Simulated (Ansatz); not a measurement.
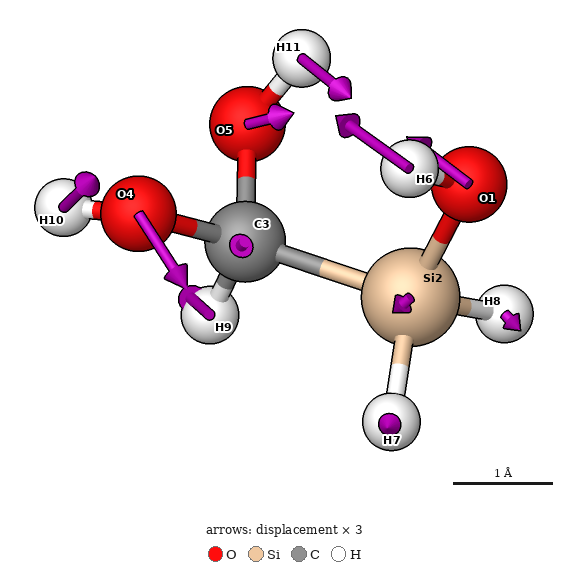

A relaxation of CH$_{6}$O$_{3}$Si (coarse preliminary run). The starting structure is drawn; purple arrows show the displacements, 3 times their true length. The two geometries are superimposed by the best rigid fit.

A ball-and-stick model, seen at a tilt.

The start comes from a force field.

The calculation used Ansatz 0.2.0, RKS PBE-D4/def2-SVP. Settings: force threshold 0.03 eV/Å; at most 200 steps.

Describe the change and its energy.

After 9 geometry steps the energy has fallen by 18.6 kcal/mol. Largest force component: 6.5 eV/Å at the start, 0.0087 eV/Å at the end. The largest move after the best rigid fit is that of H6, 0.42 Å. Largest moves by element: H 0.42 Å, O 0.33 Å, C 0.12 Å, Si 0.10 Å. Among the contacts that change: O4–H10 0.897 → 0.979 Å, C3–H9 1.054 → 1.116 Å, O1–H6 1.035 → 0.976 Å, O1–Si2 1.649 → 1.699 Å. Among the angles between lasting bonds that change: Si2–C3–O4 118.9° → 103.3°, O4–C3–O5 101.8° → 112.4°, O1–Si2–C3 110.2° → 101.3°. The run took 11 s on 4 threads of Arm Neoverse V2, with other jobs on the host.
